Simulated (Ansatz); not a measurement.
# Run report: C$_{2}$H$_{8}$Al$_{2}$Br$_{2}$, geometry relaxation (part 2 of 2)

C$_{2}$H$_{8}$Al$_{2}$Br$_{2}$, SMILES [CH3][AlH-]1[Br+][AlH-]([CH3])[Br+]1; RKS PBE0-D4/def2-TZVP (Ansatz 0.2.0). The geometry: GFN2-xTB start.

Geometry of the input (Å):
```
C  1.4991  0.5824  2.6987
Al -0.0400  0.6431  1.4684
Br 0.6783  1.5611  -0.6980
Al -1.0433  -0.1185  -1.2047
C  -0.6181  -1.0105  -2.9104
Br -0.5356  -1.6273  0.6699
H  1.6227  -0.3952  3.1833
H  1.3808  1.3087  3.5107
H  2.4634  0.8135  2.2257
H  -1.4520  1.2532  1.6139
H  -2.3277  0.5824  -0.7069
H  -1.4403  -0.8831  -3.6243
H  -0.4649  -2.0939  -2.8172
H  0.2775  -0.6156  -3.4090
```

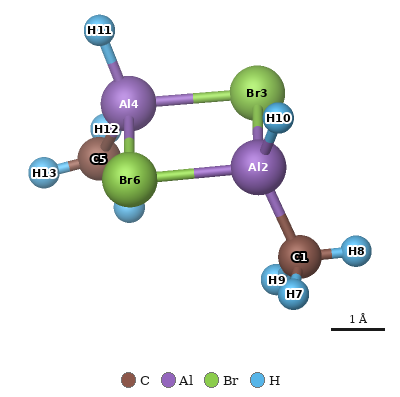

**Figure 1.** The geometry at step 24 of the log (ball-and-stick view, seen at a tilt; atoms are numbered from 1 in the order of the input).

Trajectory as extended XYZ, continued:
```
14
Properties=species:S:1:pos:R:3:forces:R:3 step=4 energy=-155472.28174
C     1.5712    0.5757    2.7172    0.0401  -0.0084   0.0104
Al   -0.0263    0.6850    1.6218   -0.0661   0.0465   0.0157
Br    0.4835    1.5792   -0.6275    0.0404   0.0386  -0.0225
Al   -1.1380   -0.1500   -1.3322   -0.0746   0.0373   0.0053
C    -0.5748   -1.0312   -2.9680    0.0256  -0.0115  -0.0130
Br   -0.6229   -1.5154    0.6650    0.0292  -0.0567   0.0074
H     1.6089   -0.3745    3.2587    0.0056   0.0186   0.0030
H     1.5691    1.3799    3.4610    0.0136  -0.0311  -0.0363
H     2.4887    0.6599    2.1296   -0.0060  -0.0194   0.0084
H    -1.4033    1.3410    2.0165   -0.0130   0.0077   0.0272
H    -2.5502    0.4809   -1.0333   -0.0307  -0.0012  -0.0122
H    -1.3334   -0.8926   -3.7452    0.0314  -0.0043   0.0168
H    -0.4428   -2.1063   -2.8192    0.0010  -0.0018  -0.0088
H     0.3702   -0.6316   -3.3445    0.0036  -0.0142  -0.0014
14
Properties=species:S:1:pos:R:3:forces:R:3 step=7 energy=-155472.31374
C     1.6066    0.5197    2.5727    0.0873   0.1206   0.0321
Al   -0.1156    0.7210    1.6856    0.0579  -0.0129   0.0474
Br    0.1985    1.7279   -0.5573   -0.0479  -0.0081   0.0239
Al   -1.2501   -0.1287   -1.3357    0.0140  -0.0482  -0.0609
C    -0.4449   -1.0062   -2.8799   -0.0133   0.0983  -0.0460
Br   -0.7947   -1.4471    0.7086    0.0139  -0.0069  -0.0019
H     1.5692   -0.3181    3.2826    0.0357   0.1196  -0.0889
H     1.8462    1.4306    3.1465   -0.0352  -0.2397  -0.1422
H     2.4289    0.3349    1.8675   -0.1716   0.0114   0.1483
H    -1.4306    1.3509    2.2927    0.0355   0.0036  -0.0275
H    -2.7414    0.3712   -1.1936    0.0409   0.0095  -0.0064
H    -1.0445   -0.8083   -3.7785    0.0915  -0.0321   0.1011
H    -0.4034   -2.0908   -2.7396   -0.0124   0.0276  -0.0104
H     0.5760   -0.6571   -3.0715   -0.0962  -0.0428   0.0315
14
Properties=species:S:1:pos:R:3:forces:R:3 step=10 energy=-155472.33854
C     1.6133    0.5196    2.5002    0.0054  -0.0033  -0.0107
Al   -0.1492    0.7094    1.7110    0.0057  -0.0044  -0.0122
Br    0.0368    1.7803   -0.5135   -0.0055  -0.0091   0.0056
Al   -1.2898   -0.1488   -1.3236    0.0134   0.0004   0.0025
C    -0.3953   -0.9824   -2.8326    0.0094  -0.0032   0.0116
Br   -0.8167   -1.4580    0.7224    0.0000   0.0101  -0.0028
H     1.5872   -0.1979    3.3264   -0.0016   0.0003   0.0017
H     1.9645    1.4724    2.9073    0.0023   0.0089  -0.0052
H     2.3531    0.1690    1.7769   -0.0040  -0.0043  -0.0027
H    -1.4413    1.3152    2.3792   -0.0101   0.0006   0.0105
H    -2.7994    0.2925   -1.2278   -0.0143  -0.0034   0.0004
H    -0.7899   -0.5980   -3.7776    0.0061   0.0136  -0.0073
H    -0.5566   -2.0648   -2.8269   -0.0083   0.0041  -0.0037
H     0.6833   -0.8084   -2.8215    0.0016  -0.0104   0.0123
14
Properties=species:S:1:pos:R:3:forces:R:3 step=13 energy=-155472.35037
C     1.6242    0.5237    2.4169   -0.0171  -0.0125   0.0298
Al   -0.1841    0.7003    1.7343    0.0249   0.0144  -0.0258
Br   -0.0877    1.7999   -0.4793   -0.0157   0.0124  -0.0039
Al   -1.3353   -0.1692   -1.3098    0.0358   0.0189  -0.0085
C    -0.3443   -0.9710   -2.7743    0.0251  -0.0403  -0.0952
Br   -0.8794   -1.4589    0.7499   -0.0176  -0.0062   0.0113
H     1.6415   -0.1331    3.2925    0.0100   0.0052  -0.0032
H     2.0192    1.4951    2.7300   -0.0011  -0.0004  -0.0044
H     2.3066    0.1071    1.6724   -0.0096  -0.0001  -0.0077
H    -1.4463    1.2915    2.4724    0.0085  -0.0112   0.0042
H    -2.8613    0.2275   -1.2742    0.0048  -0.0174  -0.0014
H    -0.4944   -0.4048   -3.7036    0.0293  -0.0750   0.1172
H    -0.6911   -1.9971   -2.9554    0.0449   0.1104   0.0037
H     0.7322   -1.0111   -2.5718   -0.1223   0.0019  -0.0161
14
Properties=species:S:1:pos:R:3:forces:R:3 step=16 energy=-155472.35386
C     1.6291    0.5210    2.3861   -0.0021  -0.0041  -0.0088
Al   -0.1913    0.7046    1.7392    0.0063   0.0108  -0.0076
Br   -0.1559    1.8190   -0.4692    0.0004  -0.0066   0.0045
Al   -1.3493   -0.1797   -1.3064    0.0055   0.0145  -0.0035
C    -0.3234   -0.9677   -2.7527    0.0096  -0.0063  -0.0101
Br   -0.9201   -1.4517    0.7710   -0.0042   0.0060  -0.0012
H     1.6603   -0.1185    3.2737    0.0045  -0.0006   0.0014
H     2.0407    1.4946    2.6698   -0.0018  -0.0015  -0.0005
H     2.2900    0.0835    1.6340   -0.0058   0.0004   0.0002
H    -1.4309    1.2954    2.5137   -0.0024  -0.0061   0.0043
H    -2.8828    0.1860   -1.3044   -0.0040  -0.0071   0.0020
H    -0.3772   -0.3444   -3.6518    0.0027  -0.0187   0.0258
H    -0.7201   -1.9545   -3.0137    0.0155   0.0199  -0.0007
H     0.7309   -1.0876   -2.4893   -0.0242  -0.0007  -0.0056
14
Properties=species:S:1:pos:R:3:forces:R:3 step=19 energy=-155472.35510
C     1.6287    0.5078    2.3308   -0.0057  -0.0065   0.0012
Al   -0.2102    0.7101    1.7442   -0.0037   0.0043   0.0153
Br   -0.2231    1.8453   -0.4526   -0.0030  -0.0189   0.0043
Al   -1.3679   -0.1768   -1.2990   -0.0118  -0.0068  -0.0092
C    -0.2886   -0.9605   -2.7090   -0.0143   0.0090   0.0233
Br   -0.9869   -1.4374    0.7946    0.0101   0.0169  -0.0080
H     1.6861   -0.1305    3.2180   -0.0007  -0.0011  -0.0044
H     2.0620    1.4767    2.5969   -0.0005   0.0042  -0.0029
H     2.2558    0.0615    1.5553    0.0015  -0.0003  -0.0009
H    -1.4256    1.2992    2.5583    0.0088   0.0016   0.0030
H    -2.9074    0.1632   -1.3352    0.0048   0.0003  -0.0091
H    -0.2740   -0.3153   -3.5916   -0.0017   0.0240  -0.0248
H    -0.6936   -1.9278   -3.0191   -0.0095  -0.0230   0.0014
H     0.7446   -1.1155   -2.3916    0.0256  -0.0037   0.0108
14
Properties=species:S:1:pos:R:3:forces:R:3 step=22 energy=-155472.35685
C     1.6266    0.4818    2.2632    0.0129  -0.0003   0.0075
Al   -0.2316    0.7204    1.7603   -0.0092   0.0013  -0.0051
Br   -0.3169    1.8743   -0.4251   -0.0022  -0.0022   0.0016
Al   -1.3956   -0.1711   -1.3008   -0.0045   0.0048   0.0085
C    -0.2434   -0.9495   -2.6534    0.0050  -0.0077  -0.0112
Br   -1.0763   -1.4044    0.8187   -0.0022   0.0035  -0.0007
H     1.7133   -0.1674    3.1400   -0.0016   0.0005  -0.0030
H     2.0875    1.4408    2.5197   -0.0030  -0.0020  -0.0018
H     2.2118    0.0346    1.4562    0.0012  -0.0015  -0.0033
H    -1.3976    1.3222    2.6344    0.0008  -0.0001   0.0016
H    -2.9366    0.1433   -1.4121   -0.0007  -0.0002  -0.0017
H    -0.2020   -0.3138   -3.5433   -0.0015   0.0001   0.0025
H    -0.6175   -1.9286   -2.9681    0.0013   0.0022   0.0034
H     0.7783   -1.0825   -2.2895    0.0037   0.0015   0.0016
14
Properties=species:S:1:pos:R:3:forces:R:3 step=24 energy=-155472.35724
C     1.6235    0.4418    2.1696   -0.0389  -0.0260  -0.0354
Al   -0.2596    0.7265    1.7745    0.0223   0.0160   0.0138
Br   -0.4358    1.9144   -0.3886   -0.0047  -0.0159   0.0066
Al   -1.4271   -0.1620   -1.2980    0.0066   0.0010  -0.0302
C    -0.1793   -0.9327   -2.5756    0.0011  -0.0359   0.0633
Br   -1.2141   -1.3636    0.8550    0.0091   0.0227  -0.0094
H     1.7436   -0.2257    3.0291    0.0033   0.0085  -0.0192
H     2.1113    1.3892    2.4199    0.0013  -0.0091  -0.0072
H     2.1586    0.0006    1.3227   -0.0349   0.0270   0.0510
H    -1.3582    1.3510    2.7235    0.0341  -0.0271  -0.0274
H    -2.9659    0.1289   -1.5106    0.0489  -0.0185   0.0100
H    -0.1388   -0.3262   -3.4858    0.0127  -0.0047   0.0027
H    -0.4933   -1.9416   -2.8670    0.0204   0.0524   0.0146
H     0.8352   -1.0007   -2.1687   -0.0812   0.0094  -0.0331
14
Properties=species:S:1:pos:R:3:forces:R:3 step=27 energy=-155472.35855
C     1.6159    0.4308    2.1381   -0.0077  -0.0029  -0.0031
Al   -0.2666    0.7325    1.7722    0.0074   0.0066  -0.0006
Br   -0.4695    1.9317   -0.3807   -0.0010  -0.0083   0.0027
Al   -1.4313   -0.1550   -1.2947    0.0040   0.0046  -0.0073
C    -0.1634   -0.9255   -2.5465    0.0016  -0.0118   0.0046
Br   -1.2336   -1.3521    0.8595   -0.0019   0.0076  -0.0009
H     1.7427   -0.2460    2.9887    0.0022   0.0002  -0.0019
H     2.1198    1.3695    2.3882   -0.0006  -0.0005  -0.0015
H     2.1322   -0.0085    1.2808   -0.0047   0.0022   0.0042
H    -1.3481    1.3532    2.7377    0.0034  -0.0063  -0.0018
H    -2.9668    0.1204   -1.5256    0.0045  -0.0058   0.0022
H    -0.1109   -0.3309   -3.4639    0.0024  -0.0033   0.0063
H    -0.4640   -1.9396   -2.8297    0.0066   0.0166   0.0033
H     0.8435   -0.9806   -2.1243   -0.0162   0.0011  -0.0063
14
Properties=species:S:1:pos:R:3:forces:R:3 step=30 energy=-155472.35881 accepted=F
C     1.6018    0.3909    2.0271    0.0060  -0.0133  -0.0164
Al   -0.2945    0.7453    1.7839    0.0303  -0.0107  -0.0113
Br   -0.5929    1.9704   -0.3443   -0.0062   0.0048   0.0003
Al   -1.4616   -0.1439   -1.2909    0.0320  -0.0090  -0.0064
C    -0.0976   -0.9034   -2.4500    0.0160  -0.0141   0.0116
Br   -1.3550   -1.3035    0.8913   -0.0105  -0.0011   0.0047
H     1.7661   -0.3068    2.8554   -0.0109   0.0153  -0.0271
H     2.1470    1.3110    2.2632   -0.0181  -0.0210  -0.0168
H     2.0518   -0.0450    1.1289   -0.0343   0.0334   0.0602
H    -1.3056    1.3738    2.8213    0.0239  -0.0144  -0.0216
H    -2.9890    0.0919   -1.6144    0.0339  -0.0073   0.0057
H    -0.0069   -0.3295   -3.3784    0.0037  -0.0064   0.0320
H    -0.3483   -1.9334   -2.7271    0.0054   0.0379   0.0185
H     0.8847   -0.9177   -1.9660   -0.0714   0.0059  -0.0334
14
Properties=species:S:1:pos:R:3:forces:R:3 step=33 energy=-155472.35949 accepted=F
C     1.5969    0.3763    1.9798   -0.0106  -0.0145  -0.0243
Al   -0.3011    0.7420    1.7832   -0.0103   0.0141  -0.0045
Br   -0.6554    1.9847   -0.3248    0.0186   0.0083  -0.0156
Al   -1.4660   -0.1449   -1.2852   -0.0084   0.0113   0.0045
C    -0.0701   -0.8949   -2.4094    0.0150   0.0096   0.0231
Br   -1.4195   -1.2831    0.9095    0.0156  -0.0177   0.0053
H     1.7771   -0.3192    2.8058   -0.0020   0.0062  -0.0118
H     2.1518    1.2946    2.1968   -0.0112  -0.0091  -0.0051
H     2.0210   -0.0644    1.0727   -0.0128   0.0137   0.0314
H    -1.2798    1.3792    2.8446    0.0200  -0.0153  -0.0025
H    -2.9866    0.0748   -1.6458    0.0212  -0.0090  -0.0059
H     0.0531   -0.3069   -3.3248   -0.0033  -0.0096   0.0212
H    -0.3171   -1.9189   -2.7075    0.0051   0.0133   0.0060
H     0.8954   -0.9193   -1.8950   -0.0371  -0.0015  -0.0218
14
Properties=species:S:1:pos:R:3:forces:R:3 step=36 energy=-155472.36007
C     1.5955    0.3820    1.9940   -0.0063   0.0025  -0.0038
Al   -0.2996    0.7426    1.7770    0.0054  -0.0015   0.0017
Br   -0.6248    1.9819   -0.3369    0.0001   0.0013  -0.0005
Al   -1.4614   -0.1436   -1.2817    0.0034  -0.0028  -0.0040
C    -0.0811   -0.8969   -2.4200   -0.0010   0.0077   0.0036
Br   -1.3886   -1.2973    0.9033   -0.0015  -0.0005   0.0007
H     1.7682   -0.3116    2.8226    0.0010   0.0001  -0.0005
H     2.1448    1.3022    2.2157    0.0006  -0.0014   0.0001
H     2.0308   -0.0582    1.0933   -0.0013   0.0003   0.0018
H    -1.2889    1.3723    2.8309    0.0011  -0.0005   0.0001
H    -2.9830    0.0799   -1.6291    0.0010  -0.0007  -0.0005
H     0.0349   -0.3076   -3.3349    0.0000  -0.0031   0.0032
H    -0.3356   -1.9188   -2.7174    0.0012  -0.0006  -0.0008
H     0.8887   -0.9268   -1.9168   -0.0036  -0.0008  -0.0010
14
Properties=species:S:1:pos:R:3:forces:R:3 step=39 energy=-155472.36047
C     1.5859    0.3645    1.9373   -0.0048   0.0078  -0.0038
Al   -0.3109    0.7442    1.7772   -0.0009   0.0002   0.0015
Br   -0.6814    1.9985   -0.3210   -0.0004  -0.0015   0.0010
Al   -1.4707   -0.1412   -1.2752   -0.0018  -0.0003  -0.0007
C    -0.0506   -0.8854   -2.3696    0.0042   0.0167  -0.0043
Br   -1.4458   -1.2783    0.9202    0.0016   0.0025  -0.0016
H     1.7765   -0.3309    2.7604    0.0028  -0.0028   0.0008
H     2.1498    1.2797    2.1427    0.0001  -0.0033   0.0008
H     1.9908   -0.0788    1.0241   -0.0016  -0.0019   0.0003
H    -1.2630    1.3770    2.8634    0.0022  -0.0017  -0.0038
H    -2.9845    0.0626   -1.6672    0.0046   0.0002   0.0017
H     0.0962   -0.2891   -3.2759   -0.0031  -0.0100   0.0110
H    -0.2939   -1.9052   -2.6827    0.0042  -0.0036  -0.0011
H     0.9017   -0.9175   -1.8338   -0.0070  -0.0023  -0.0018
14
Properties=species:S:1:pos:R:3:forces:R:3 step=42 energy=-155472.36030 accepted=F
C     1.5800    0.3555    1.9098   -0.0009   0.0059   0.0131
Al   -0.3159    0.7488    1.7811    0.0004  -0.0198  -0.0232
Br   -0.7039    2.0023   -0.3134   -0.0063   0.0295  -0.0053
Al   -1.4775   -0.1382   -1.2767    0.0177  -0.0058   0.0235
C    -0.0363   -0.8786   -2.3447   -0.0106  -0.0041  -0.0095
Br   -1.4699   -1.2622    0.9247   -0.0101  -0.0224   0.0094
H     1.7789   -0.3473    2.7246    0.0023  -0.0003   0.0027
H     2.1544    1.2646    2.1120    0.0049   0.0013   0.0022
H     1.9664   -0.0849    0.9876    0.0015  -0.0038  -0.0102
H    -1.2510    1.3777    2.8829   -0.0038   0.0102   0.0022
H    -2.9871    0.0528   -1.6873   -0.0063   0.0076  -0.0039
H     0.1189   -0.2891   -3.2534    0.0018   0.0006  -0.0067
H    -0.2646   -1.9036   -2.6525    0.0003  -0.0005  -0.0022
H     0.9075   -0.8979   -1.7945    0.0090   0.0015   0.0077
14
Properties=species:S:1:pos:R:3:forces:R:3 step=45 energy=-155472.36066
C     1.5767    0.3496    1.8943    0.0002  -0.0001  -0.0002
Al   -0.3197    0.7463    1.7759    0.0011  -0.0009  -0.0008
Br   -0.7209    2.0117   -0.3097   -0.0007   0.0007   0.0005
Al   -1.4769   -0.1371   -1.2701    0.0016  -0.0006   0.0003
C    -0.0280   -0.8750   -2.3302   -0.0001  -0.0012   0.0005
Br   -1.4836   -1.2641    0.9304   -0.0010   0.0000   0.0000
H     1.7789   -0.3544    2.7072   -0.0003   0.0001  -0.0001
H     2.1541    1.2574    2.0942    0.0002   0.0002   0.0002
H     1.9574   -0.0908    0.9692   -0.0004   0.0005   0.0006
H    -1.2459    1.3809    2.8827    0.0001   0.0001   0.0001
H    -2.9839    0.0539   -1.6919    0.0000   0.0001  -0.0001
H     0.1294   -0.2871   -3.2396    0.0000   0.0004  -0.0010
H    -0.2512   -1.9015   -2.6369   -0.0001   0.0004   0.0003
H     0.9136   -0.8899   -1.7756   -0.0006   0.0004  -0.0002
```

Results in brief:

| quantity | value |
| --- | --- |
| outcome | converged |
| total energy | −155472.3607 eV |
| mean-field energy | −155471.9874 eV |
| dispersion energy | −0.3733 eV |
| SCF solution under orbital rotations | stable |
| largest force (length of the vector) at the end | 0.002 eV/Å |
| dipole moment | 1.16 D |
| wall time | 9.3 min (CPU time 36 min) |
| peak memory | 1.4 GiB |
